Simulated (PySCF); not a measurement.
C₆H₁₀Cl₂Si

| atom | x (Å) | y (Å) | z (Å) |
| --- | --- | --- | --- |
| Cl | 3.5895 | -0.4261 | 0.9517 |
| C | 2.3787 | 0.1690 | -0.2248 |
| C | 1.0222 | 0.3963 | 0.4260 |
| C | 0.4542 | -0.9087 | 0.9134 |
| C | -0.7516 | -1.4102 | 0.7000 |
| C | -1.8771 | -0.8194 | -0.0964 |
| C | -1.8685 | 0.7101 | -0.1584 |
| Si | -0.1735 | 1.3217 | -0.7467 |
| Cl | 0.1489 | 0.7650 | -2.6633 |
| H | 2.3180 | -0.5805 | -1.0132 |
| H | 2.7838 | 1.0957 | -0.6308 |
| H | 1.1894 | 1.0248 | 1.3093 |
| H | 1.1504 | -1.4853 | 1.5099 |
| H | -0.9752 | -2.3815 | 1.1236 |
| H | -2.8233 | -1.1617 | 0.3316 |
| H | -1.8260 | -1.2239 | -1.1134 |
| H | -2.0774 | 1.1040 | 0.8364 |
| H | -2.6751 | 1.0489 | -0.8085 |
| H | 0.0028 | 2.7712 | -0.6541 |

Geometry: GFN2-xTB.

Computed with PBE0/pcSseg-1, SCF density, gas phase, non-relativistic (PySCF 2.14.0).

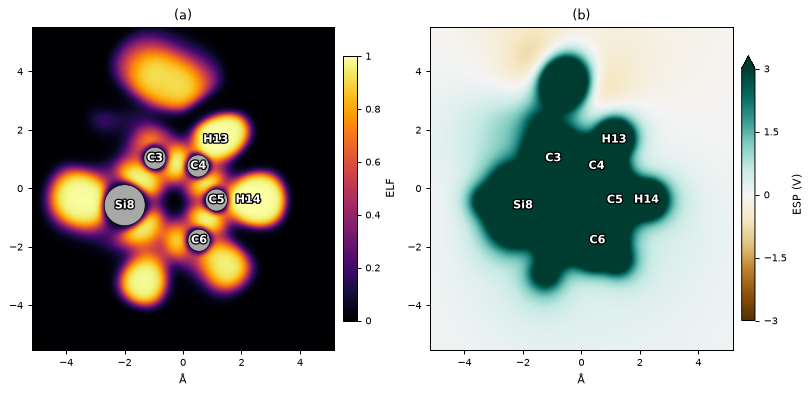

Figure 1. (a) electron localisation function; (b) electrostatic potential on the plane of atoms C4, C5 and C6. Grey discs cover the atomic cores in the ELF map.

Q: Describe what can be read from this map.

A: The plane passes through C, Si and H nuclei.
C–C (1.32 Å): the ELF peaks at about 0.95 between the atoms; a short, multiple covalent bond.
C–Si (1.91 Å): the ELF peaks at about 0.95 between the atoms; a covalent bond.
C–H (1.08 Å): the ELF climbs to about 1 towards the hydrogen, as it does in any bond to H (an ordinary covalent bond to hydrogen).
C–C (1.50 Å): the ELF peaks at about 0.95 between the atoms (localised, covalent bonding).
The ELF also peaks beside Cl1, away from the bonds: lone-pair regions.
Outside the dense part of the molecule the potential is most negative (−0.8 V) near Cl1, which lies off the plane.

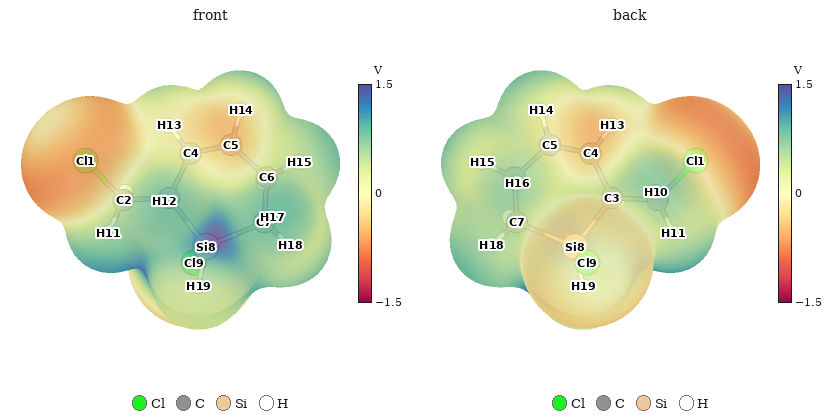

Figure 2. The electrostatic potential painted on the density surface at 0.002 e/bohr³, seen from the front and from behind; the colour scale runs from red (negative) to blue (positive).

Q: Which sites attract a positive test charge, and which a negative one?

A: A positive charge is drawn to the negative regions and a negative charge to the positive ones. The most negative region (about −0.8 V) lies over Cl1, the most positive (about +1.4 V) over Si8.

Q: How polar is the molecule by this calculation?

A: Its dipole moment is 2.52 D.
